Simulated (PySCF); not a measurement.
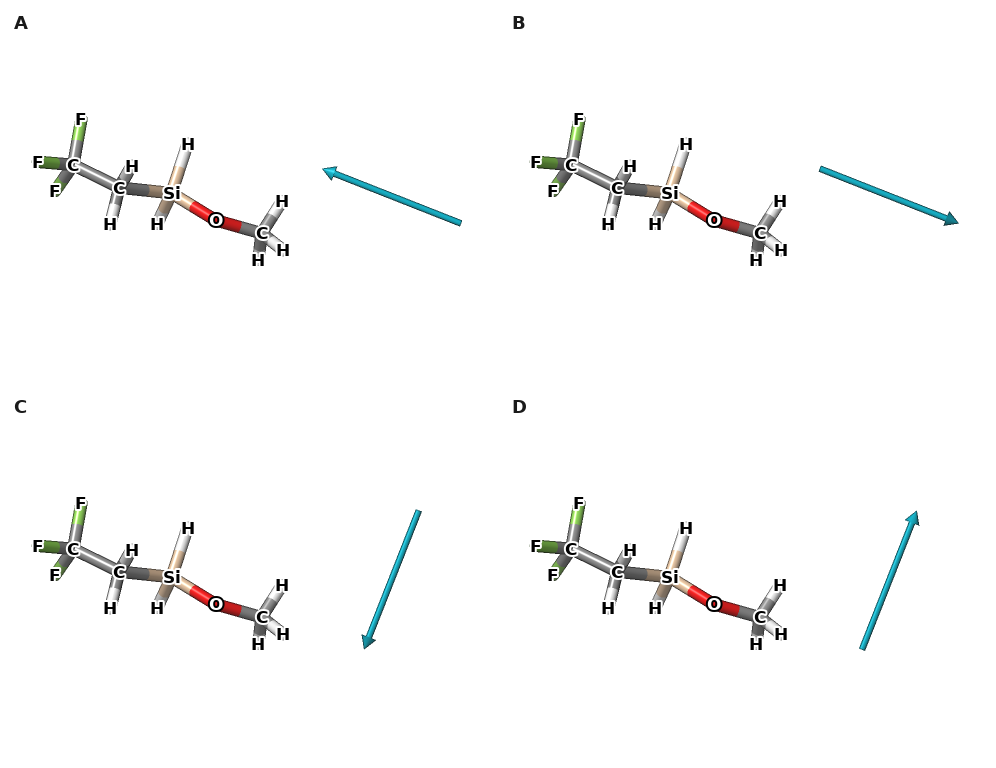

The same molecule four times, each with an arrow. The geometry was computed by an optimisation with PBE0-D3(BJ)/def2-SVP. No frequency run is at hand to confirm it as a minimum. Properties computed with PBE0/pcSseg-1, gas phase (PySCF 2.14.0).

Which arrow points along the dipole moment, from the negative to the positive end?

B. The dipole moment is 2.75 D.
